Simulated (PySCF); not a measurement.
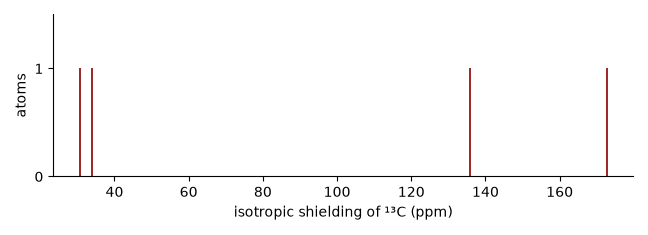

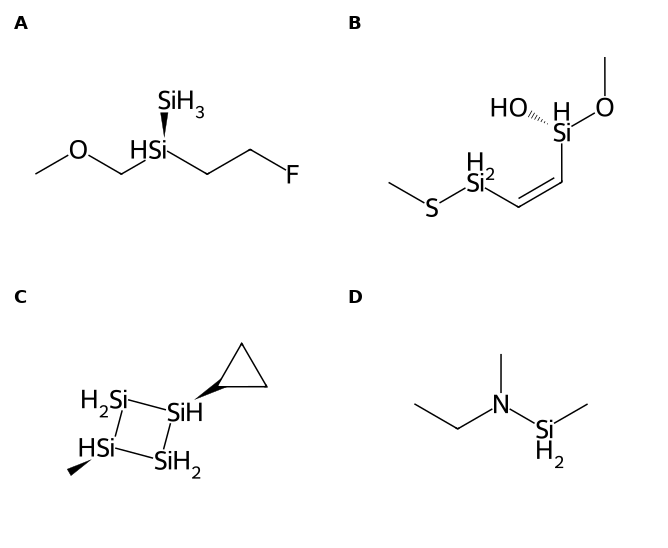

The sticks are computed shieldings of one of the molecules, for one fixed geometry (GFN2-xTB) without averaging over rotations. Low shielding means a high chemical shift. Method: GIAO PBE0/pcSseg-1 NMR shielding, non-relativistic, gas phase (PySCF 2.14.0).

> Match the spectrum to a structure.

B, `CO[Si@@H](O)/C=C\[SiH2]SC`. Its 4 C atoms give lines at 30.6, 34.1, 135.8, 172.7 ppm.

The geometry is semi-empirical. Around Si such bond lengths and angles can be off by a tenth of an ångström or more and by several degrees, and values that hang on the shape move with them.
